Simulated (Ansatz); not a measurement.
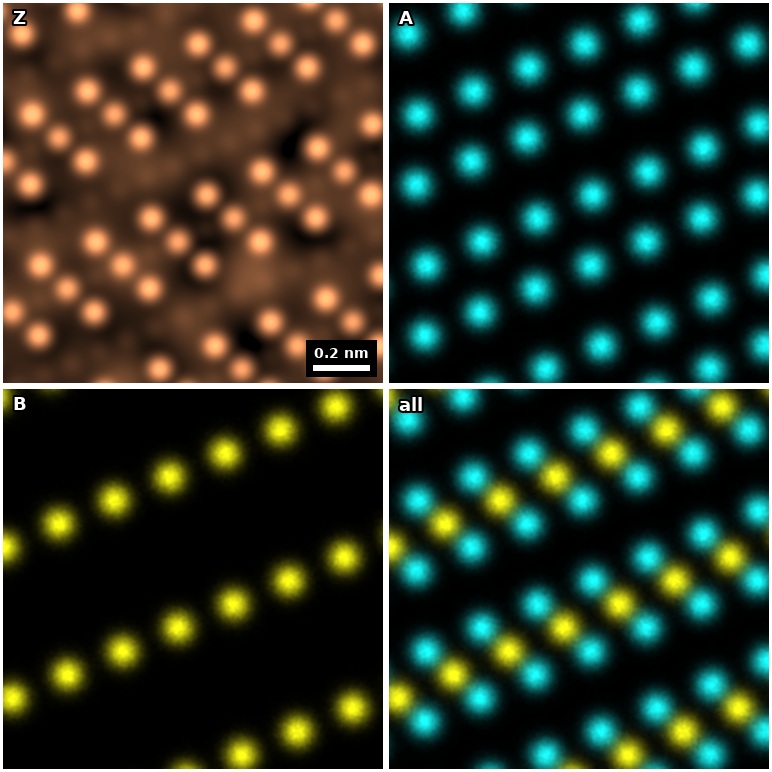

Li₃SiS₂ (R-3m, No. 166) along [101]. Panel Z: The image is simulated as a sum over atoms of Z^1.7, blurred by a 0.66 Å probe (no channelling). The display is stretched by a gamma of 0.65; percentages refer to the linear signal. The speckle of an amorphous layer was added. The other panels are simulated element maps (the number of atoms of one element along the beam, blurred by 0.9 Å, with counting noise; each on its own scale, no channelling); the last overlays them. Model: the end point of a relaxation with Ansatz, DFT PBE, scalar-relativistic, plane waves, PAW; the starting structure was generated, so it need not be a known form of this composition.

```cif
data_structure
_symmetry_space_group_name_H-M 'R-3m:H'
_symmetry_Int_Tables_number 166
_cell_length_a 6.7753
_cell_length_b 6.7753
_cell_length_c 10.6529
_cell_angle_alpha 90.000
_cell_angle_beta 90.000
_cell_angle_gamma 120.000
_cell_volume 423.51
loop_
_atom_site_label
_atom_site_type_symbol
_atom_site_symmetry_multiplicity
_atom_site_Wyckoff_symbol
_atom_site_fract_x
_atom_site_fract_y
_atom_site_fract_z
_atom_site_occupancy
Li1 Li 9 d 0.83333 0.16667 0.16667 1
Si1 Si 3 b 0.33333 0.66667 0.16667 1
S1 S 6 c 0.33333 0.66667 0.39135 1
```

> Which element does each lettered map show?

A: S, B: Si. The projected cell (2.18 × 5.15 Å, 94°) holds 6 columns: 3 of Li, 2 of S and 1 of Si. No column is shared by two of the mapped elements.
